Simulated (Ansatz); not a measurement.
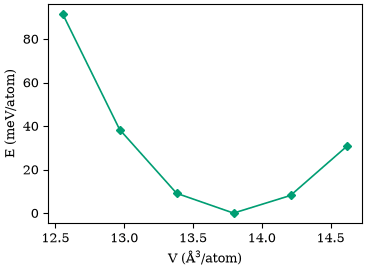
Si₂Os in space group C2/m (No. 12; Si on 4i, Si on 4i, Os on 4i) under volume change, the program Ansatz at the LDA level (PAW), shape and atoms relaxed at each volume.

Problem. What does a third-order Birch–Murnaghan fit give for V₀, B₀ and B′?

Solution. V₀ = 13.80 Å³/atom, B₀ = 221 GPa, B′ = 4.3.

The workflow started from a Materials Project entry (that database holds measured and hypothetical structures alike); the Crystallography Open Database copy checked does not list it. Its standing as an ambient phase is unchecked. The cell was relaxed with LDA under the symmetry of its start; its stability against distortions is not shown here. The run is not spin-polarised. Spin–orbit coupling is left out wherever it is not named.

Potentials: the later of the program's two PAW sets.
